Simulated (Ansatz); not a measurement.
SnPb3S4

```yaml
crystal:
  lattice:
    - [5.97288, 0.00000, 0.00000]
    - [0.00000, 5.97288, 0.00000]
    - [0.00000, 0.00000, 11.94412]
  atoms:
    - { symbol: Sn, position: [0.00000, 0.00000, 0.50000] }
    - { symbol: Sn, position: [0.50000, 0.50000, 0.00000] }
    - { symbol: Pb, position: [0.00000, 0.50000, 0.25000] }
    - { symbol: Pb, position: [0.50000, 0.00000, 0.75000] }
    - { symbol: Pb, position: [0.50000, 0.00000, 0.25000] }
    - { symbol: Pb, position: [0.00000, 0.50000, 0.75000] }
    - { symbol: Pb, position: [0.00000, 0.00000, 0.00000] }
    - { symbol: Pb, position: [0.50000, 0.50000, 0.50000] }
    - { symbol: S, position: [0.50000, 0.00000, 0.00000] }
    - { symbol: S, position: [0.00000, 0.50000, 0.50000] }
    - { symbol: S, position: [0.00000, 0.00000, 0.74589] }
    - { symbol: S, position: [0.50000, 0.50000, 0.24589] }
    - { symbol: S, position: [0.00000, 0.50000, 0.00000] }
    - { symbol: S, position: [0.50000, 0.00000, 0.50000] }
    - { symbol: S, position: [0.00000, 0.00000, 0.25411] }
    - { symbol: S, position: [0.50000, 0.50000, 0.75411] }
```

Space group I4/mmm; a structure generated by program, which may or may not match a known phase.

All numbers below come from DFT PBE, scalar-relativistic, plane waves, PAW (Ansatz 0.2.0).

**What will maps of the valence pseudo-density and electron localisation function show?**

Pb–S (2.99 Å): ρ is about 0.22 e/Å³ halfway; the ELF peaks at about 0.85 in the valence shell of S, 0.8 Å from its nucleus, and drops to about 0.20 between the two atoms.
Sn–S (2.99 Å): the density is about 0.21 e/Å³ at the midpoint; the ELF peaks at about 0.85 in the valence shell of S, 0.8 Å from its nucleus, and drops to about 0.30 between the two atoms.

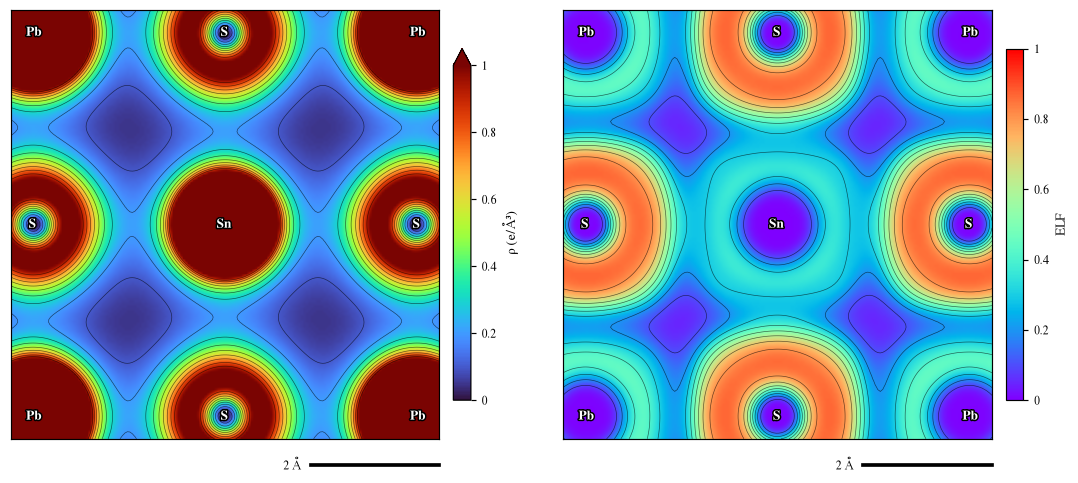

Computed valence pseudo-density and electron localisation function on the (001) plane of the conventional cell, in this order. 
